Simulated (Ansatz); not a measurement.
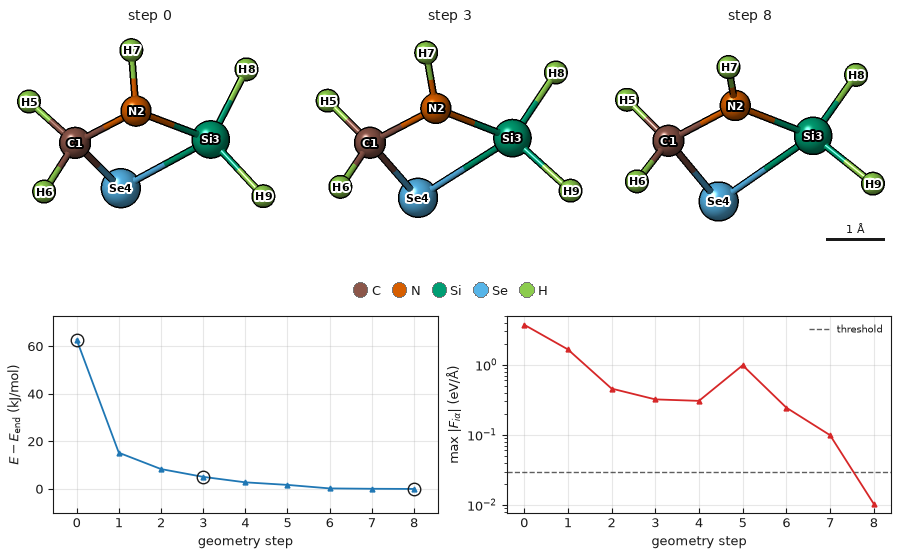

Frames of a relaxation of CH5NSeSi (coarse preliminary run), marked on the history of the run. The picture is a ball-and-stick view, seen at a tilt.

The start comes from a force field.

The calculation used RKS PBE-D4/def2-SVP (Ansatz 0.2.0).

Input
```yaml
crystal:
  periodic: [false, false, false]
  atoms:
    - {symbol: C, position_ang: [-0.162700, 0.908100, -0.668900]}
    - {symbol: N, position_ang: [0.754800, 0.443600, 0.305800]}
    - {symbol: Si, position_ang: [-0.172200, -1.012100, 0.758300]}
    - {symbol: Se, position_ang: [-1.598300, -0.369300, -0.717200]}
    - {symbol: H, position_ang: [0.249800, 1.041700, -1.707300]}
    - {symbol: H, position_ang: [-0.605200, 1.952600, -0.350800]}
    - {symbol: H, position_ang: [1.635700, 0.120800, -0.202200]}
    - {symbol: H, position_ang: [0.608100, -2.221700, 0.366200]}
    - {symbol: H, position_ang: [-0.621400, -0.909900, 2.199200]}
basis:
  gaussian: {orbitals: def2-SVP}
hamiltonian: {xc: pbe, dispersion: d4}
relax: {f_tol: 0.03, max_steps: 200}
```

Launched with:
```bash
ansatz run in.yaml --threads 4 --pin off --events-out ev --progress --plain --max-ram 10444MiB
```

Q: What happens along the run?

A: H7 moves most after the best rigid fit: 0.69 Å. By element the largest moves are H 0.69 Å, Se 0.24 Å, N 0.22 Å, C 0.13 Å, Si 0.08 Å. Near-neighbour distances that change, for instance: Si3–Se4 2.150 → 2.304 Å, C1–Se4 1.922 → 2.021 Å, C1–H6 1.178 → 1.113 Å, N2–H7 1.067 → 1.021 Å. Bond angles that change, for instance: Si3–N2–H7 107.6° → 134.2°, C1–N2–H7 107.8° → 119.8°, H8–Si3–H9 117.4° → 106.5°. The energy falls by 62.8 kJ/mol in 8 geometry steps. Largest force component: 3.7 eV/Å at the start, 0.01 eV/Å at the end. From step 0 to 3: H7 moves most (0.30 Å), energy −57.7 kJ/mol. From step 3 to 8: H7 moves most (0.42 Å), energy −5.08 kJ/mol.

| step | E − E(0), kJ/mol | largest force component, eV/Å |
| --- | --- | --- |
| 0 | 0.00 | 3.7374 |
| 1 | -47.56 | 1.6605 |
| 2 | -54.43 | 0.4582 |
| 3 | -57.71 | 0.3213 |
| 4 | -60.01 | 0.3059 |
| 5 | -61.09 | 0.9854 |
| 6 | -62.57 | 0.2447 |
| 7 | -62.72 | 0.0990 |
| 8 | -62.80 | 0.0104 |
